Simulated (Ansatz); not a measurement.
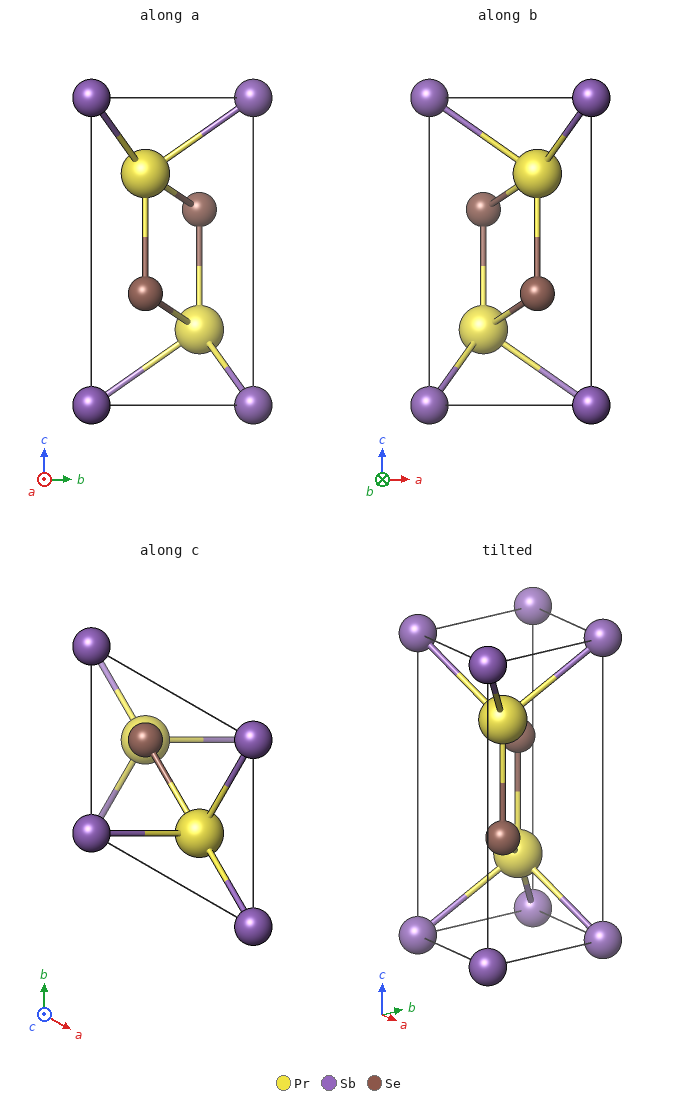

View along the a axis, along the b axis, along the c axis and slightly off an axis, drawn as a ball-and-stick model. The lines enclose the conventional unit cell; boundary atoms appear with their images.

Lattice parameters: a = 4.8134 Å, b = 4.8134 Å, c = 7.9159 Å, α = 90.000°, β = 90.000°, γ = 120.000°.

Question: Convert the drawing into a CIF with its space group and independent sites, with free fractional coordinates to two decimals.

Answer:
```cif
data_structure
_symmetry_space_group_name_H-M 'P -3 m 1'
_symmetry_Int_Tables_number 164
_cell_length_a 4.8134
_cell_length_b 4.8134
_cell_length_c 7.9159
_cell_angle_alpha 90.000
_cell_angle_beta 90.000
_cell_angle_gamma 120.000
_cell_volume 158.83
loop_
_atom_site_label
_atom_site_type_symbol
_atom_site_symmetry_multiplicity
_atom_site_Wyckoff_symbol
_atom_site_fract_x
_atom_site_fract_y
_atom_site_fract_z
_atom_site_occupancy
Pr1 Pr 2 d 0.3333 0.6667 0.25 1
Sb1 Sb 1 a 0.00 0.00 0.00 1
Se1 Se 2 d 0.6667 0.3333 0.36 1
```

The structure was taken from a structure type filled with these elements by a generator (whether the compound takes this form wasn't checked). Earlier steps of the study, as a rule a relaxation of our own, may have changed the cell and positions, so they can lie some per cent off the listed ones. A calculation with Ansatz used it as input.
